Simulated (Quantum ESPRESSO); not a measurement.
# Projected density of states of magnetic K2MnS2, part 2 of 2

Aim: the densities of states of K2MnS2 in the lowest state of several starts.

Quantum ESPRESSO 7.5; PBEsol with U = 4 eV on Mn d (ortho-atomic projectors); plane waves with GBRV 1.5 PBEsol potentials, no spin-orbit coupling.

So far, absolute magnetization (μB): step 2 (ground-state run) 9.65.

## 3. Projected density of states

Level of this step: PBEsol with U = 4 eV on Mn d (ortho-atomic projectors); plane waves with GBRV 1.5 PBEsol potentials, no spin-orbit coupling, projections on orthogonalised atomic orbitals (Quantum ESPRESSO).

projwfc.in reads:

```
&PROJWFC
  prefix = 'pwscf'
  outdir = './tmp'
  filpdos = 'pdos'
  ngauss = 0
  degauss = 0.01
  DeltaE = 0.05
  Emin = -3.26
  Emax = 10.74
/
```

Launch:

```sh
$ OMP_NUM_THREADS=1 mpirun -n 4 projwfc.x -nk 4 -in projwfc.in > projwfc.out
```

Log:

```text
[banner, memory and clock lines left out]
Program PROJWFC v.7.5 starts

     [... lines left out ...]
     IMPORTANT: XC functional enforced from input :
     Exchange-correlation= PBESOL
                           (   1   4  10   8   0   0   0)
     Any further DFT definition will be discarded
     Please, verify this is what you really want

     G-vector sticks info

     Check: negative core charge=   -0.000015

     negative rho (up, down):  3.801E-04 3.801E-04

     Gaussian broadening (read from input): ngauss,degauss=   0    0.010000

     Calling projwave ....

  Problem Sizes
  natomwfc =           74
  nbnd     =           63
  nkstot   =           36
  npwx     =         7832
  nkb      =          180

     Atomic states used for projection
     (read from pseudopotential files):

     state #   1: atom   1 (K  ), wfc  1 (l=0 m= 1)
     state #   2: atom   1 (K  ), wfc  2 (l=1 m= 1)
     state #   3: atom   1 (K  ), wfc  2 (l=1 m= 2)
     state #   4: atom   1 (K  ), wfc  2 (l=1 m= 3)
     state #   5: atom   1 (K  ), wfc  3 (l=0 m= 1)
     state #   6: atom   1 (K  ), wfc  4 (l=1 m= 1)
     state #   7: atom   1 (K  ), wfc  4 (l=1 m= 2)
     state #   8: atom   1 (K  ), wfc  4 (l=1 m= 3)
     state #   9: atom   2 (K  ), wfc  1 (l=0 m= 1)
     state #  10: atom   2 (K  ), wfc  2 (l=1 m= 1)
     state #  11: atom   2 (K  ), wfc  2 (l=1 m= 2)
     state #  12: atom   2 (K  ), wfc  2 (l=1 m= 3)
     state #  13: atom   2 (K  ), wfc  3 (l=0 m= 1)
     state #  14: atom   2 (K  ), wfc  4 (l=1 m= 1)
     state #  15: atom   2 (K  ), wfc  4 (l=1 m= 2)
     state #  16: atom   2 (K  ), wfc  4 (l=1 m= 3)
     state #  17: atom   3 (K  ), wfc  1 (l=0 m= 1)
     state #  18: atom   3 (K  ), wfc  2 (l=1 m= 1)
     state #  19: atom   3 (K  ), wfc  2 (l=1 m= 2)
     state #  20: atom   3 (K  ), wfc  2 (l=1 m= 3)
     state #  21: atom   3 (K  ), wfc  3 (l=0 m= 1)
     state #  22: atom   3 (K  ), wfc  4 (l=1 m= 1)
     state #  23: atom   3 (K  ), wfc  4 (l=1 m= 2)
     state #  24: atom   3 (K  ), wfc  4 (l=1 m= 3)
     state #  25: atom   4 (K  ), wfc  1 (l=0 m= 1)
     state #  26: atom   4 (K  ), wfc  2 (l=1 m= 1)
     state #  27: atom   4 (K  ), wfc  2 (l=1 m= 2)
     state #  28: atom   4 (K  ), wfc  2 (l=1 m= 3)
     state #  29: atom   4 (K  ), wfc  3 (l=0 m= 1)
     state #  30: atom   4 (K  ), wfc  4 (l=1 m= 1)
     state #  31: atom   4 (K  ), wfc  4 (l=1 m= 2)
     state #  32: atom   4 (K  ), wfc  4 (l=1 m= 3)
     state #  33: atom   5 (Mn1), wfc  1 (l=0 m= 1)
     state #  34: atom   5 (Mn1), wfc  2 (l=1 m= 1)
     state #  35: atom   5 (Mn1), wfc  2 (l=1 m= 2)
     state #  36: atom   5 (Mn1), wfc  2 (l=1 m= 3)
     state #  37: atom   5 (Mn1), wfc  3 (l=0 m= 1)
     state #  38: atom   5 (Mn1), wfc  4 (l=2 m= 1)
     state #  39: atom   5 (Mn1), wfc  4 (l=2 m= 2)
     state #  40: atom   5 (Mn1), wfc  4 (l=2 m= 3)
     state #  41: atom   5 (Mn1), wfc  4 (l=2 m= 4)
     state #  42: atom   5 (Mn1), wfc  4 (l=2 m= 5)
     state #  43: atom   5 (Mn1), wfc  5 (l=1 m= 1)
     state #  44: atom   5 (Mn1), wfc  5 (l=1 m= 2)
     state #  45: atom   5 (Mn1), wfc  5 (l=1 m= 3)
     state #  46: atom   6 (Mn2), wfc  1 (l=0 m= 1)
     state #  47: atom   6 (Mn2), wfc  2 (l=1 m= 1)
     state #  48: atom   6 (Mn2), wfc  2 (l=1 m= 2)
     state #  49: atom   6 (Mn2), wfc  2 (l=1 m= 3)
     state #  50: atom   6 (Mn2), wfc  3 (l=0 m= 1)
     state #  51: atom   6 (Mn2), wfc  4 (l=2 m= 1)
     state #  52: atom   6 (Mn2), wfc  4 (l=2 m= 2)
     state #  53: atom   6 (Mn2), wfc  4 (l=2 m= 3)
     state #  54: atom   6 (Mn2), wfc  4 (l=2 m= 4)
     state #  55: atom   6 (Mn2), wfc  4 (l=2 m= 5)
     state #  56: atom   6 (Mn2), wfc  5 (l=1 m= 1)
     state #  57: atom   6 (Mn2), wfc  5 (l=1 m= 2)
     state #  58: atom   6 (Mn2), wfc  5 (l=1 m= 3)
     state #  59: atom   7 (S  ), wfc  1 (l=0 m= 1)
     state #  60: atom   7 (S  ), wfc  2 (l=1 m= 1)
     state #  61: atom   7 (S  ), wfc  2 (l=1 m= 2)
     state #  62: atom   7 (S  ), wfc  2 (l=1 m= 3)
     state #  63: atom   8 (S  ), wfc  1 (l=0 m= 1)
     state #  64: atom   8 (S  ), wfc  2 (l=1 m= 1)
     state #  65: atom   8 (S  ), wfc  2 (l=1 m= 2)
     state #  66: atom   8 (S  ), wfc  2 (l=1 m= 3)
     state #  67: atom   9 (S  ), wfc  1 (l=0 m= 1)
     state #  68: atom   9 (S  ), wfc  2 (l=1 m= 1)
     state #  69: atom   9 (S  ), wfc  2 (l=1 m= 2)
     state #  70: atom   9 (S  ), wfc  2 (l=1 m= 3)
     state #  71: atom  10 (S  ), wfc  1 (l=0 m= 1)
     state #  72: atom  10 (S  ), wfc  2 (l=1 m= 1)
     state #  73: atom  10 (S  ), wfc  2 (l=1 m= 2)
     state #  74: atom  10 (S  ), wfc  2 (l=1 m= 3)

 [... projections of the bands left out ...]

Lowdin Charges:

     Atom #   1: total charge =   8.6414, s =  2.0919, p =  6.5494, d =  0.0000,
                 spin up      =   4.3207, s =  1.0460,
                 spin up      =   4.3207, p =  3.2747, pz=  1.0891, px=  1.0924, py=  1.0932,
                 spin up      =   4.3207, d =  0.0000, dz2=  0.0000, dxz=  0.0000, dyz=  0.0000, dx2-y2=  0.0000, dxy=  0.0000,
                 spin down    =   4.3207, s =  1.0460,
                 spin down    =   4.3207, p =  3.2747, pz=  1.0891, px=  1.0924, py=  1.0932,
                 spin down    =   4.3207, d =  0.0000, dz2=  0.0000, dxz=  0.0000, dyz=  0.0000, dx2-y2=  0.0000, dxy=  0.0000,
                 polarization =  -0.0000, s = -0.0000, p = -0.0000, d =  0.0000,
     Atom #   2: total charge =   8.6414, s =  2.0919, p =  6.5494, d =  0.0000,
                 spin up      =   4.3207, s =  1.0460,
                 spin up      =   4.3207, p =  3.2747, pz=  1.0891, px=  1.0924, py=  1.0932,
                 spin up      =   4.3207, d =  0.0000, dz2=  0.0000, dxz=  0.0000, dyz=  0.0000, dx2-y2=  0.0000, dxy=  0.0000,
                 spin down    =   4.3207, s =  1.0460,
                 spin down    =   4.3207, p =  3.2747, pz=  1.0891, px=  1.0924, py=  1.0932,
                 spin down    =   4.3207, d =  0.0000, dz2=  0.0000, dxz=  0.0000, dyz=  0.0000, dx2-y2=  0.0000, dxy=  0.0000,
                 polarization =  -0.0000, s = -0.0000, p = -0.0000, d =  0.0000,
     Atom #   3: total charge =   8.6414, s =  2.0919, p =  6.5494, d =  0.0000,
                 spin up      =   4.3207, s =  1.0460,
                 spin up      =   4.3207, p =  3.2747, pz=  1.0891, px=  1.0924, py=  1.0932,
                 spin up      =   4.3207, d =  0.0000, dz2=  0.0000, dxz=  0.0000, dyz=  0.0000, dx2-y2=  0.0000, dxy=  0.0000,
                 spin down    =   4.3207, s =  1.0460,
                 spin down    =   4.3207, p =  3.2747, pz=  1.0891, px=  1.0924, py=  1.0932,
                 spin down    =   4.3207, d =  0.0000, dz2=  0.0000, dxz=  0.0000, dyz=  0.0000, dx2-y2=  0.0000, dxy=  0.0000,
                 polarization =  -0.0000, s = -0.0000, p = -0.0000, d =  0.0000,
     Atom #   4: total charge =   8.6414, s =  2.0919, p =  6.5494, d =  0.0000,
                 spin up      =   4.3207, s =  1.0460,
                 spin up      =   4.3207, p =  3.2747, pz=  1.0891, px=  1.0924, py=  1.0932,
                 spin up      =   4.3207, d =  0.0000, dz2=  0.0000, dxz=  0.0000, dyz=  0.0000, dx2-y2=  0.0000, dxy=  0.0000,
                 spin down    =   4.3207, s =  1.0460,
                 spin down    =   4.3207, p =  3.2747, pz=  1.0891, px=  1.0924, py=  1.0932,
                 spin down    =   4.3207, d =  0.0000, dz2=  0.0000, dxz=  0.0000, dyz=  0.0000, dx2-y2=  0.0000, dxy=  0.0000,
                 polarization =  -0.0000, s = -0.0000, p = -0.0000, d =  0.0000,
     Atom #   5: total charge =  15.0396, s =  2.4483, p =  7.2824, d =  5.3089,
                 spin up      =   9.8969, s =  1.2534,
                 spin up      =   9.8969, p =  3.7122, pz=  1.2346, px=  1.2440, py=  1.2336,
                 spin up      =   9.8969, d =  4.9313, dz2=  0.9864, dxz=  0.9830, dyz=  0.9839, dx2-y2=  0.9962, dxy=  0.9818,
                 spin down    =   5.1427, s =  1.1948,
                 spin down    =   5.1427, p =  3.5702, pz=  1.1886, px=  1.1963, py=  1.1853,
                 spin down    =   5.1427, d =  0.3776, dz2=  0.0479, dxz=  0.1047, dyz=  0.0971, dx2-y2=  0.0424, dxy=  0.0855,
                 polarization =   4.7542, s =  0.0586, p =  0.1419, d =  4.5537,
     Atom #   6: total charge =  15.0396, s =  2.4483, p =  7.2824, d =  5.3089,
                 spin up      =   5.1427, s =  1.1948,
                 spin up      =   5.1427, p =  3.5702, pz=  1.1886, px=  1.1963, py=  1.1853,
                 spin up      =   5.1427, d =  0.3776, dz2=  0.0479, dxz=  0.1047, dyz=  0.0971, dx2-y2=  0.0424, dxy=  0.0855,
                 spin down    =   9.8969, s =  1.2534,
                 spin down    =   9.8969, p =  3.7122, pz=  1.2346, px=  1.2440, py=  1.2336,
                 spin down    =   9.8969, d =  4.9313, dz2=  0.9864, dxz=  0.9830, dyz=  0.9839, dx2-y2=  0.9962, dxy=  0.9818,
                 polarization =  -4.7542, s = -0.0586, p = -0.1419, d = -4.5537,
     Atom #   7: total charge =   6.2764, s =  1.5403, p =  4.7361, d =  0.0000,
                 spin up      =   3.1382, s =  0.7702,
                 spin up      =   3.1382, p =  2.3681, pz=  0.7696, px=  0.7950, py=  0.8034,
                 spin up      =   3.1382, d =  0.0000, dz2=  0.0000, dxz=  0.0000, dyz=  0.0000, dx2-y2=  0.0000, dxy=  0.0000,
                 spin down    =   3.1382, s =  0.7702,
                 spin down    =   3.1382, p =  2.3681, pz=  0.7696, px=  0.7950, py=  0.8034,
                 spin down    =   3.1382, d =  0.0000, dz2=  0.0000, dxz=  0.0000, dyz=  0.0000, dx2-y2=  0.0000, dxy=  0.0000,
                 polarization =   0.0000, s =  0.0000, p =  0.0000, d =  0.0000,
     Atom #   8: total charge =   6.2764, s =  1.5403, p =  4.7361, d =  0.0000,
                 spin up      =   3.1382, s =  0.7702,
                 spin up      =   3.1382, p =  2.3681, pz=  0.7696, px=  0.7950, py=  0.8034,
                 spin up      =   3.1382, d =  0.0000, dz2=  0.0000, dxz=  0.0000, dyz=  0.0000, dx2-y2=  0.0000, dxy=  0.0000,
                 spin down    =   3.1382, s =  0.7702,
                 spin down    =   3.1382, p =  2.3681, pz=  0.7696, px=  0.7950, py=  0.8034,
                 spin down    =   3.1382, d =  0.0000, dz2=  0.0000, dxz=  0.0000, dyz=  0.0000, dx2-y2=  0.0000, dxy=  0.0000,
                 polarization =   0.0000, s =  0.0000, p =  0.0000, d =  0.0000,
     Atom #   9: total charge =   6.2764, s =  1.5403, p =  4.7361, d =  0.0000,
                 spin up      =   3.1382, s =  0.7702,
                 spin up      =   3.1382, p =  2.3681, pz=  0.7696, px=  0.7950, py=  0.8034,
                 spin up      =   3.1382, d =  0.0000, dz2=  0.0000, dxz=  0.0000, dyz=  0.0000, dx2-y2=  0.0000, dxy=  0.0000,
                 spin down    =   3.1382, s =  0.7702,
                 spin down    =   3.1382, p =  2.3681, pz=  0.7696, px=  0.7950, py=  0.8034,
                 spin down    =   3.1382, d =  0.0000, dz2=  0.0000, dxz=  0.0000, dyz=  0.0000, dx2-y2=  0.0000, dxy=  0.0000,
                 polarization =   0.0000, s =  0.0000, p =  0.0000, d =  0.0000,
     Atom #  10: total charge =   6.2764, s =  1.5403, p =  4.7361, d =  0.0000,
```

Wall time 4.3 s (4 MPI ranks of AMD EPYC 9R14 (Zen 4), shared host); peak memory 0.61 GiB.

The density of states has structure finer than the step of the table below, so its rows give means over 1 eV, whole bins alone (the curve runs from -9.00 to 5.05 eV). Peaks (eV: height): up = down -5.5: 14.9, -2.6: 8.05, -1.9: 5.88, 2.5: 10.5; K1 p up 2.5: 0.199, 3.4: 0.336, 3.9: 0.434, 4.5: 0.218; K1 p down 2.5: 0.199, 3.4: 0.336, 3.9: 0.434, 4.5: 0.218; Mn5 d up = Mn6 d down -5.5: 12.6; Mn5 d down 2.5: 6.32.

Gaussian broadening of 0.136 eV on the SCF mesh. Density of states against energy, zero at the Fermi level; means over each step; 7 of 8 lines; values in states/eV/cell:

```tsv
energy (eV)	up = down	K1 p up	K1 p down	Mn5 d up = Mn6 d down	Mn5 d down	Mn6 d up	S7 p up
-7	0	0	0	0	0	0	0
-6	3.18	0.00832	0.00832	2.59	0.00729	0.00729	0.105
-5	2.25	0.00837	0.00837	1.59	0.00807	0.00807	0.112
-4	1.76	0.0185	0.0185	0.0716	0.0149	0.0149	0.275
-3	4.55	0.0545	0.0545	0.168	0.145	0.145	0.823
-2	4.71	0.0420	0.0420	0.377	0.170	0.170	0.923
-1	0.554	0.00314	0.00314	0.0629	0.00638	0.00638	0.110
0	0	0	0	0	0	0	0
1	0.0169	6.6e-5	6.6e-5	0	1.5e-4	1.5e-4	3.0e-5
2	2.43	0.0569	0.0569	0.00765	1.23	1.23	0.0353
3	5.28	0.194	0.194	0.0128	2.26	2.26	0.0872
4	4.21	0.292	0.292	0.00868	0.396	0.396	0.0839
```

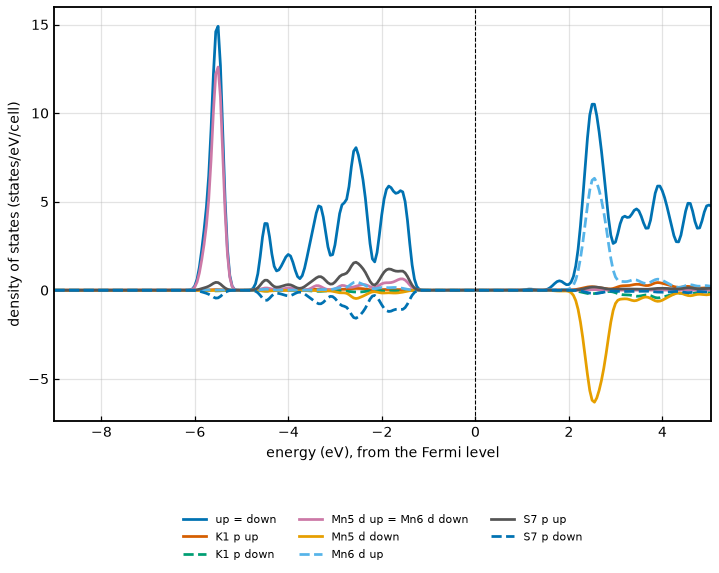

Density of states, plotted against energy. Down spins are drawn negative.

## 4. What came out

```json
{
 "state": "antiferromagnetic",
 "largest moment in a sphere": "4.23 μB"
}
```

What this shows: The most distinct maxima of the density of states (up = down) lie at -5.50, -2.55, -1.85, 2.55 and 3.95 eV, the highest at -5.50 eV. These are Kohn–Sham states without spin–orbit coupling, on the mesh of the self-consistent run. The moments are opposed on like sites, so the totals of the two spins are equal and the projections on single atoms show the splitting.

[Logs and program files are shortened in this print: banners, set-up blocks, solver, clock and traceback lines can be left out without a mark of their own.]

[Logs are printed without paths, hosts, clocks, repeated set-up lines and the standing remarks that a program may print on its own settings, such as how far it seeks lower states.]

[Hosts, paths, dates, database ids (printed as entryN), source tags and the programs' standing remarks are cut or masked in the printed files.]

[Where a cell is said to come from a database of computed structures, the database is the Materials Project.]
